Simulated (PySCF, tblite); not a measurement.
# C₅H₁₁NSi: geometry, infrared bands and NMR shifts

What infrared bands and NMR shifts should C₅H₁₁NSi (`C=C1[SiH2][C@H]1N(C)C`) show?

Computed with tblite 0.8.0 and PySCF 2.14.0, with density-fitted response routines of our own, on a single molecule in the gas phase. Atoms are numbered from 0 throughout.

## (1) The molecule as given

18 atoms, charge 0, multiplicity 1; geometry from: force field or distance geometry start.

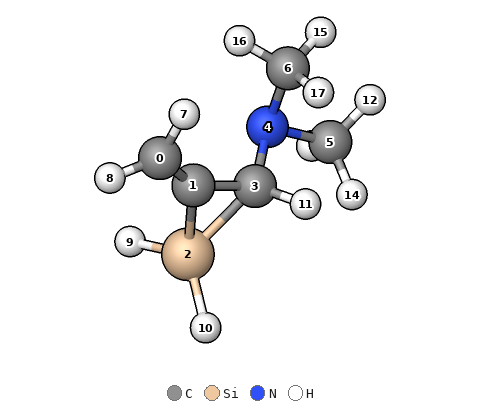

As it starts; carbon grey, silicon light orange, nitrogen blue, hydrogen white, atoms numbered.

## (2) Relaxing the molecule with GFN2-xTB

What the job is given:

```
{"job": {"kind": "relax", "xc": "GFN2-xTB", "basis": "xTB"}, "charge": 0, "multiplicity": 1}
C     -1.820200     1.956600    -0.296200
C     -1.421500     0.686500    -0.361000
Si    -1.907300    -1.005400    -0.941600
C     -0.408100    -0.365800    -0.072700
N      0.870700    -0.304100    -0.700700
C      1.649700    -1.453700    -0.250500
C      1.540100     0.873400    -0.127800
H     -1.172700     2.692900     0.182100
H     -2.761900     2.282900    -0.694800
H     -1.990500    -1.080400    -2.383800
H     -2.865500    -1.769100    -0.127100
H     -0.317100    -0.571100     1.042900
H      2.633800    -1.174100     0.144900
H      1.813900    -2.094700    -1.156700
H      1.036300    -2.021300     0.493600
H      2.621100     0.680600    -0.211700
H      1.280000     1.742400    -0.741700
H      1.210500     0.930800     0.926600
```

Launch:

```sh
> OMP_NUM_THREADS=1 python probes_run.py task.json out
```

This one command runs all jobs of the session in turn.

Output:

```text
step      E/eV     max force
  0    -566.96011    1.768
  1    -567.12039    1.922
  2    -567.19913    0.777
  3    -567.26024    0.670
  4    -567.32728    0.587
  5    -567.36421    0.460
  6    -567.39896    0.358
  7    -567.41868    0.344
  8    -567.43888    0.439
  9    -567.45703    0.422
 10    -567.47433    0.320
 11    -567.48709    0.241
 12    -567.49529    0.213
 13    -567.50046    0.189
 14    -567.50482    0.153
 15    -567.50917    0.156
 16    -567.51311    0.172
 17    -567.51649    0.148
 18    -567.51991    0.138
 19    -567.52411    0.161
 20    -567.52948    0.201
 21    -567.53578    0.226
 22    -567.54204    0.202
 23    -567.54748    0.172
 24    -567.55200    0.137
 25    -567.55581    0.153
 26    -567.55940    0.135
 27    -567.56302    0.136
 28    -567.56654    0.158
 29    -567.56979    0.152
 30    -567.57257    0.130
 31    -567.57508    0.113
 32    -567.57769    0.145
 33    -567.58039    0.141
 34    -567.58321    0.144
 35    -567.58653    0.147
 36    -567.59095    0.158
 37    -567.59693    0.180
 38    -567.60383    0.178
 39    -567.60913    0.247
 40    -567.60806    0.333
 41    -567.61826    0.202
 42    -567.62250    0.123
 43    -567.62769    0.159
 44    -567.63049    0.146
 45    -567.63400    0.169
 46    -567.63889    0.175
 47    -567.64529    0.244
 48    -567.65485    0.216
 49    -567.66197    0.200
 50    -567.66723    0.174
 51    -567.67105    0.151
 52    -567.67558    0.152
 53    -567.68260    0.150
 54    -567.68586    0.147
 55    -567.68898    0.093
 56    -567.68998    0.082
 57    -567.69055    0.075
 58    -567.69136    0.072
 59    -567.69312    0.107
 60    -567.69480    0.101
 61    -567.69627    0.140
 62    -567.69778    0.149
 63    -567.69954    0.122
 64    -567.70133    0.109
 65    -567.70252    0.063
 66    -567.70302    0.045
 67    -567.70332    0.038
 68    -567.70370    0.045
 69    -567.70411    0.041
 70    -567.70447    0.040
 71    -567.70474    0.048
 72    -567.70501    0.045
 73    -567.70536    0.044
 74    -567.70576    0.042
 75    -567.70610    0.035
 76    -567.70628    0.026
 77    -567.70638    0.019
 78    -567.70647    0.020
 79    -567.70657    0.023
 80    -567.70666    0.027
 81    -567.70675    0.021
 82    -567.70684    0.022
 83    -567.70695    0.023
 84    -567.70710    0.027
 85    -567.70727    0.033
 86    -567.70743    0.023
 87    -567.70756    0.026
 88    -567.70765    0.021
 89    -567.70771    0.019
 90    -567.70776    0.016
 91    -567.70781    0.016
 92    -567.70785    0.019
 93    -567.70790    0.015
 94    -567.70793    0.012
 95    -567.70795    0.010
```

Run time: 1.1 s. Hardware: 1 thread of Arm Neoverse N1, shared host.

Relaxation path: (not every step is listed)

```tsv
step	energy from step 0 (eV)	largest force (eV/Å)
0	0.0000	1.7679
1	-0.1603	1.9218
2	-0.2390	0.7767
3	-0.3001	0.6703
4	-0.3672	0.5870
5	-0.4041	0.4600
6	-0.4389	0.3579
7	-0.4586	0.3445
8	-0.4788	0.4390
16	-0.5530	0.1721
24	-0.5919	0.1375
32	-0.6176	0.1452
40	-0.6480	0.3332
48	-0.6947	0.2157
56	-0.7299	0.0823
64	-0.7412	0.1091
72	-0.7449	0.0453
80	-0.7466	0.0270
88	-0.7475	0.0211
90	-0.7477	0.0164
91	-0.7477	0.0158
92	-0.7477	0.0186
93	-0.7478	0.0147
94	-0.7478	0.0121
95	-0.7478	0.0103
```

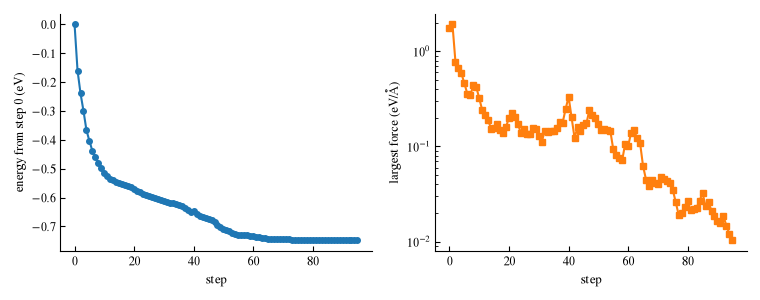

Energy and largest force along the relaxation.

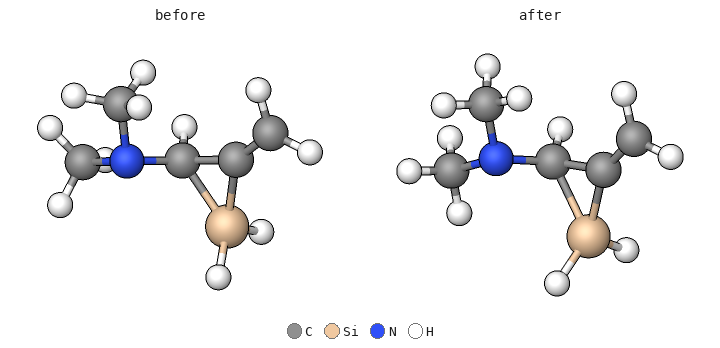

Before and after, at one scale.

Close pairs (by a distance rule), those that changed most:

```tsv
bond	before (Å)	after (Å)	change (Å)
Si2–C3	1.847	1.909	+0.061
C3–H11	1.138	1.100	-0.038
C5–H13	1.122	1.090	-0.032
N4–C6	1.471	1.448	-0.022
C0–C1	1.333	1.314	-0.019
C1–C3	1.489	1.507	+0.018
Si2–H10	1.471	1.454	-0.017
C5–H14	1.119	1.103	-0.016
```

The end geometry stands in the next job.

## (3) Harmonic vibrations with GFN2-xTB

What the job is given:

```
{"job": {"kind": "ir", "xc": "GFN2-xTB", "basis": "xTB"}, "charge": 0, "multiplicity": 1}
C     -1.792760     1.953587    -0.325869
C     -1.508987     0.678020    -0.466357
Si    -1.856861    -1.038292    -1.080636
C     -0.503110    -0.316100     0.054438
N      0.825497    -0.244938    -0.496891
C      1.544764    -1.480762    -0.284969
C      1.566165     0.897653    -0.003390
H     -1.197531     2.620272     0.284891
H     -2.639143     2.406349    -0.820870
H     -1.455656    -1.391732    -2.427741
H     -2.942675    -1.792838    -0.475667
H     -0.528568    -0.462884     1.143807
H      2.515527    -1.420457    -0.776953
H      0.976962    -2.300075    -0.725158
H      1.706016    -1.702856     0.783048
H      2.537355     0.933536    -0.497352
H      1.017648     1.804599    -0.247646
H      1.726598     0.863235     1.086899
```

Output:

```text
mode    cm-1     km/mol
  1      54.2      0.37
  2     125.6      0.59
  3     164.3      3.10
  4     217.8      1.03
  5     222.6      0.58
  6     244.7      1.81
  7     278.8      3.86
  8     341.2      5.25
  9     397.5      0.81
 10     407.2      9.20
 11     466.5     43.57
 12     518.3     35.72
 13     536.1    136.36
 14     658.1     28.24
 15     667.7      8.60
 16     713.7     59.25
 17     755.3    134.27
 18     868.2     15.07
 19     903.0     22.21
 20     957.2     68.14
 21    1004.2     19.69
 22    1039.2      4.84
 23    1055.2     17.10
 24    1078.1      3.61
 25    1106.2      9.35
 26    1147.5     17.12
 27    1218.9     17.98
 28    1261.8     11.83
 29    1264.0      7.57
 30    1405.8      1.17
 31    1419.2      0.85
 32    1426.1      0.51
 33    1484.5      7.22
 34    1489.1      0.32
 35    1494.9      2.34
 36    1497.9      5.22
 37    1765.4      5.51
 38    2333.7    307.72
 39    2377.5    285.32
 40    2802.5     61.15
 41    2828.0     27.85
 42    2839.6    211.21
 43    2996.5      9.78
 44    3002.3     77.83
 45    3005.5     53.05
 46    3027.1     54.50
 47    3035.1     28.44
 48    3066.2     44.14
```

It took 1 s on 1 thread of Arm Neoverse N1, shared host.

Which atoms move in the most intense modes:

```tsv
cm⁻¹	km/mol	atoms
536	136.4	H9 52 %, H10 36 %
755	134.3	Si2 40 %, C3 14 %, C1 13 %, H10 11 %
957	68.1	C3 19 %, C5 15 %, C6 13 %, N4 12 %
2334	307.7	H10 97 %
2378	285.3	H9 97 %
2802	61.1	H11 90 %
2840	211.2	H17 58 %, H14 32 %
3002	77.8	H12 75 %, H15 17 %
```

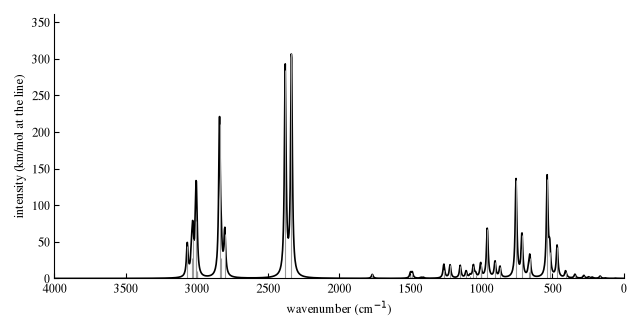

The infrared spectrum from these modes, unscaled. Lines are broadened to a width of 14 cm⁻¹ (Lorentzian).

## (4) Shielding tensors: PBE0/pcSseg-1

The job, as its differences from that of step 3:

```diff
@@ -1,2 +1,2 @@
-{"job": {"kind": "ir", "xc": "GFN2-xTB", "basis": "xTB"}, "charge": 0, "multiplicity": 1}
+{"job": {"kind": "nmr", "xc": "PBE0", "basis": "pcSseg-1"}, "charge": 0, "multiplicity": 1}
 C     -1.792760     1.953587    -0.325869
```

With the program's defaults for keys left out, this is: GIAO PBE0/pcSseg-1 NMR shielding, non-relativistic, gas phase.

Output:

```text
coarse grid: 14936 points
cycle   1  E = -540.7359729879  dE =  7.989e-01  |g| = 4.057e-01  |ddm| = 3.819e+00
cycle   2  E = -540.7006300411  dE =  3.534e-02  |g| = 5.385e-01  |ddm| = 1.194e+00
cycle   3  E = -540.7822977830  dE = -8.167e-02  |g| = 9.924e-02  |ddm| = 7.772e-01
cycle   4  E = -540.7842774824  dE = -1.980e-03  |g| = 4.086e-02  |ddm| = 1.180e-01
cycle   5  E = -540.7846739821  dE = -3.965e-04  |g| = 1.103e-02  |ddm| = 4.396e-02
cycle   6  E = -540.7847049383  dE = -3.096e-05  |g| = 3.355e-03  |ddm| = 1.423e-02
cycle   7  E = -540.7847073151  dE = -2.377e-06  |g| = 6.469e-04  |ddm| = 2.701e-03
final grid: 138056 points
cycle   8  E = -540.8253184529  dE = -3.862e-05  |g| = 8.021e-03  |ddm| = 3.532e-02
cycle   9  E = -540.8253059158  dE =  1.254e-05  |g| = 1.035e-02  |ddm| = 2.008e-02
cycle  10  E = -540.8253352672  dE = -2.935e-05  |g| = 1.805e-03  |ddm| = 1.315e-02
cycle  11  E = -540.8253360452  dE = -7.780e-07  |g| = 3.186e-04  |ddm| = 1.867e-03
cycle  12  E = -540.8253360694  dE = -2.420e-08  |g| = 1.193e-04  |ddm| = 4.372e-04
cycle  13  E = -540.8253360729  dE = -3.536e-09  |g| = 3.283e-05  |ddm| = 1.401e-04
cycle  14  E = -540.8253360732  dE = -2.310e-10  |g| = 8.699e-06  |ddm| = 3.630e-05
converged SCF energy = -540.8253360732

GIAO shielding tensors (ppm)
atom      isotropic    diamagn.    paramagn.     s11        s22        s33       span
  0 C       52.783     255.455    -202.671    -56.137     55.609    158.878    215.016
  1 C       35.244     260.267    -225.023    -51.182    -26.240    183.155    234.337
  2 Si     489.630     882.571    -392.941    378.761    431.411    658.718    279.957
  3 C      140.011     251.459    -111.448    105.740    110.476    203.818     98.078
  4 N      219.992     322.152    -102.160    181.706    225.011    253.258     71.552
  5 C      136.440     247.015    -110.574    110.040    114.784    184.497     74.456
  6 C      140.986     248.797    -107.812    113.103    126.032    183.821     70.718
  7 H       24.922      32.533      -7.611     21.790     23.250     29.726      7.936
  8 H       25.107      27.800      -2.694     23.043     23.319     28.958      5.916
  9 H       28.606      31.054      -2.449     24.041     26.956     34.820     10.779
 10 H       28.522      30.421      -1.899     23.875     25.495     36.196     12.320
 11 H       29.499      33.152      -3.654     25.792     27.599     35.105      9.312
 12 H       29.211      30.132      -0.921     24.999     26.322     36.312     11.313
 13 H       28.961      30.891      -1.931     24.198     28.001     34.683     10.486
 14 H       29.520      30.418      -0.898     26.572     26.822     35.167      8.594
 15 H       29.398      30.902      -1.504     24.921     26.700     36.574     11.653
 16 H       28.816      32.902      -4.087     23.413     28.485     34.550     11.137
 17 H       29.964      31.654      -1.690     26.714     27.422     35.757      9.043
```

Wall time 64 s (1 thread of Arm Neoverse N1, shared host); peak memory 0.82 GiB.

The references, computed at this level on geometries of the same kind, shield at (ppm): 1H TMS 31.72, 13C TMS 186.9, 29Si TMS 349.2, 15N NH3 267.7. Their shielding less the atom's gives the shift. The references are single molecules in the gas phase, so shifts against H2O, NH3, PH3, H3PO4 or CFCl3 are not on the usual liquid scales and can be off by tens of ppm. Atoms listed in one row are averaged.

```tsv
atoms	environment	σ (ppm)	δ (ppm)	δ scaled to CDCl3
C1	fully substituted alkene carbon	35.2	151.7	146.1
C0	terminal =CH2 carbon	52.8	134.1	129.0
C5, C6	methyl carbon bonded to N	138.7	48.2	45.1
C3	three-membered-ring carbon	140.0	46.9	43.9
H7	hydrogen on a terminal =CH2 carbon	24.92	6.79	6.51
H8	hydrogen on a terminal =CH2 carbon	25.11	6.61	6.34
H10	hydrogen on a silicon bonded to 2 C, in a 3-membered ring	28.52	3.20	–
H9	hydrogen on a silicon bonded to 2 C, in a 3-membered ring	28.61	3.11	–
H12, H13, H14, H15, H16, H17	hydrogen on a methyl carbon bonded to N	29.31	2.41	2.37
H11	hydrogen on a three-membered-ring carbon	29.50	2.22	2.20
Si2	silicon bonded to 2 C, 2 H, in a 3-membered ring	489.6	-140.5	–
N4	amine nitrogen	220.0	47.7	–
```

The scaled column applies a straight-line fit of computed shieldings to shifts measured in CDCl3 (root-mean-square error 0.16 ppm for H, 1.9 ppm for C).

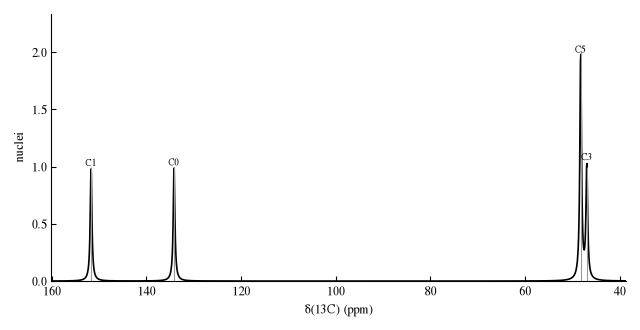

13C lines at the computed shifts, without couplings. Lines are broadened to a width of 0.42 ppm (Lorentzian).

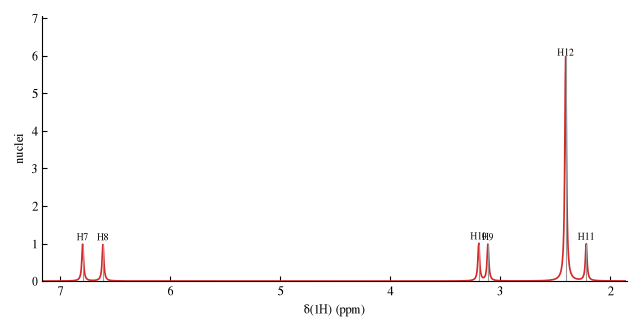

1H lines at the computed shifts, without couplings. Lines are broadened to a width of 0.02 ppm (Lorentzian).

The run also stored atomic charges by several schemes (e):

```tsv
atoms	Mulliken	IAO	Hirshfeld	ESP fit
C0	-0.07	-0.28	-0.09	-0.30
C1	-0.36	-0.23	-0.10	-0.14
Si2	0.55	0.62	0.29	0.25
C3	-0.23	-0.26	-0.07	-0.20
N4	-0.56	-0.24	-0.09	-0.11
C5, C6	-0.08	-0.30	-0.08	-0.42
```

Hirshfeld charges:

C0 -0.09; C1 -0.10; Si2 0.29; C3 -0.07; N4 -0.09; C5 -0.08; C6 -0.07; H7 0.05; H8 0.05; H9 -0.06; H10 -0.06; H11 0.03; H12 0.04; H13 0.04; H14 0.02; H15 0.04; H16 0.04; H17 0.02

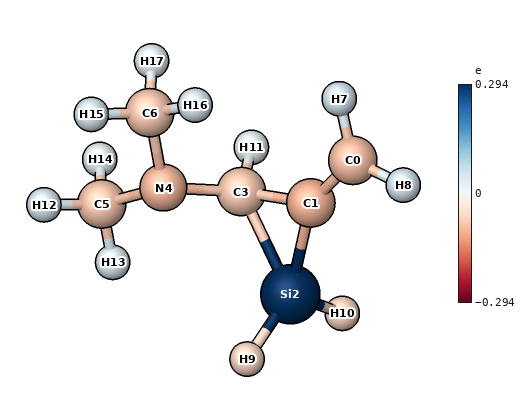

Hirshfeld charges, as colours on the atoms.

Mayer bond orders: C0–C1 1.97, C1–Si2 0.93, Si2–C3 0.90, C3–N4 0.99, N4–C5 0.97, N4–C6 0.97, C3–C1 0.86.

Ring of atoms C1, Si2, C3: NICS(0) -14.9, NICS(1) -7.2, NICS(1)zz -12.8 ppm (means of both faces; NICS(1) differs between them: -8.5 and -5.9).

The two faces differ (NICS(1)zz -9.5 and -16.1 ppm).

In rings of three or four atoms NICS is ruled by the nearby σ bonds, so it says little on aromaticity.

The fields below are evaluated on a grid from the run's orbitals.

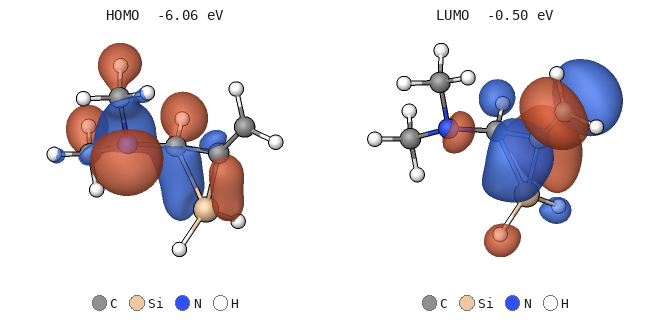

PBE0/pcSseg-1 orbitals near the gap, drawn at the value that encloses 70 % of each; the two colours are the two signs.

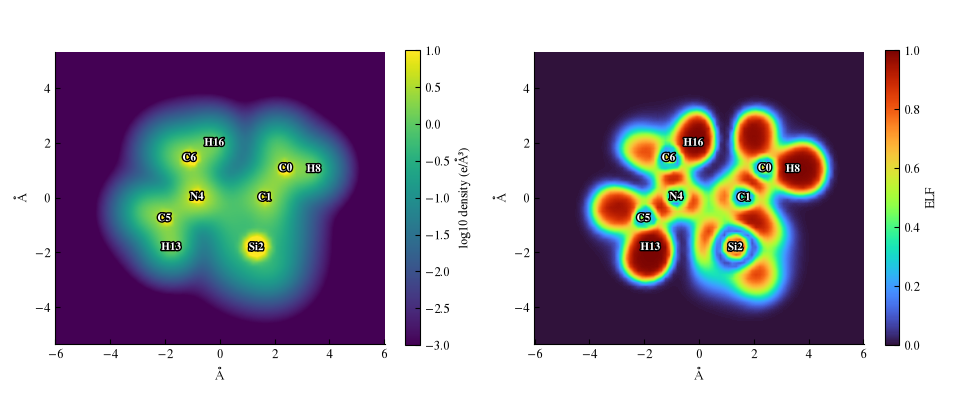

Density (left) and ELF (right) in a plane through or near 9 of the atoms.

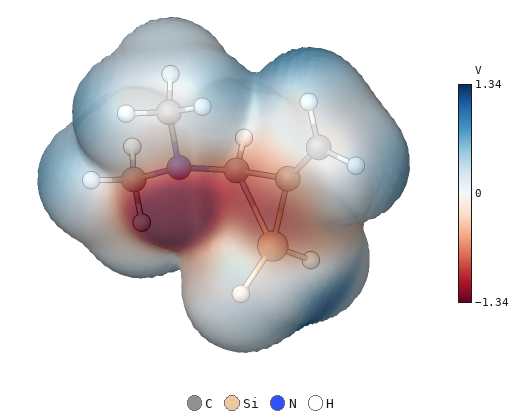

Electrostatic potential on the surface of density 0.002 e/bohr³; red is low, blue high. It runs from -1.34 V near N4 to 0.98 V near H9.

## (5) Results

```
                                                               quantity                                   value
                              strongest single infrared mode (GFN2-xTB)                   2334 cm⁻¹, 308 km/mol
                                           zero-point energy (GFN2-xTB)                           90.0 kcal/mol
13C shifts against TMS (PBE0/pcSseg-1, means over atoms taken as alike)            151.7, 134.1, 48.2, 46.9 ppm
 1H shifts against TMS (PBE0/pcSseg-1, means over atoms taken as alike)  6.79, 6.61, 3.20, 3.11, 2.41, 2.22 ppm
                                29Si shifts against TMS (PBE0/pcSseg-1)                              -140.5 ppm
                                 15N shifts against NH3 (PBE0/pcSseg-1)                                47.7 ppm
                                  surface potential, least and greatest                      -1.34 V and 0.98 V
```

What this shows: Relaxing lowered the energy by 0.748 eV in 95 steps; the close pair that moved most is Si2–C3, from 1.847 to 1.909 Å. No mode is imaginary among the 48: a minimum at this level. The strongest single mode, at 2334 cm⁻¹, moves mainly H10. GFN2-xTB is a fitted tight-binding method: band positions and strengths are rough. Its intensities can rank the bands wrongly. The most deshielded carbon is C1 (fully substituted alkene carbon), at 151.7 ppm: the olefinic region. At PBE0/pcSseg-1: The widest tensor belongs to Si2: span 280 ppm, with a paramagnetic part of -393 ppm. At PBE0/pcSseg-1, counted by nearest atom on the grid, the HOMO lies on N4 52 %; H11 8 %, the LUMO on C0, C1 about 27 % each; Si2 8 %.
